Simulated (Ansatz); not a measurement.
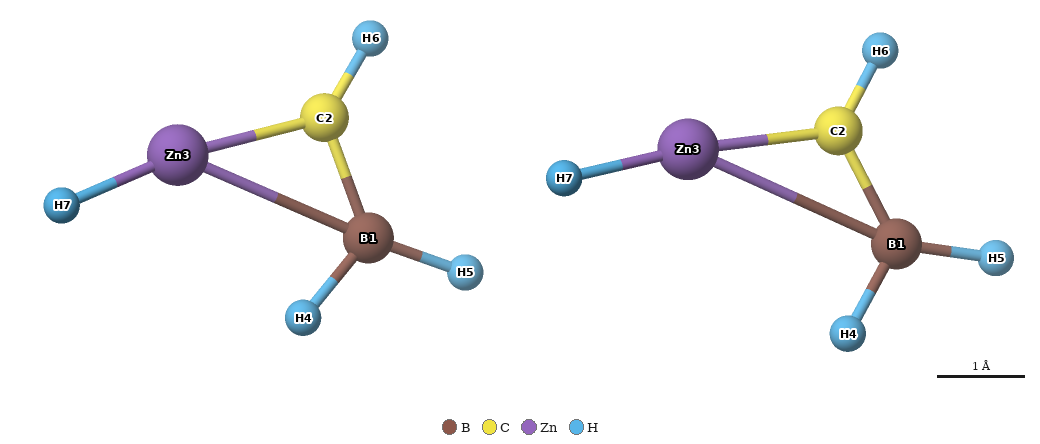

Two geometries of CH4BZn (charge −1), drawn at one scale. One is the start of a relaxation, the other its converged end. A ball-and-stick model, seen at a tilt.

Level of theory: Ansatz, RKS PBE0-D4/def2-TZVPD. Set-up: force threshold 0.005 eV/Å; at most 200 steps.

**Which geometry has the lower energy?**

The right one is the relaxed one. It is one of the separated reactants of a reaction. The largest move after the best rigid fit is that of H7, 0.37 Å. By element the largest moves are H 0.37 Å, C 0.18 Å, Zn 0.13 Å, B 0.12 Å. Near-neighbour distances that change, for instance: B1–Zn3 2.495 → 2.745 Å, B1–H4 1.258 → 1.230 Å, B1–H5 1.242 → 1.227 Å, C2–H6 1.102 → 1.090 Å. Among the angles between lasting bonds that change: B1–C2–Zn3 95.3° → 109.9°, Zn3–C2–H6 136.8° → 127.5°, B1–C2–H6 127.9° → 122.6°. The energy falls by 3.51 kJ/mol in 8 accepted moves (9 points after the start). Largest force component: 0.48 eV/Å at the start, 0.0019 eV/Å at the end. The line search rejected the trial step at point 8 of the run.
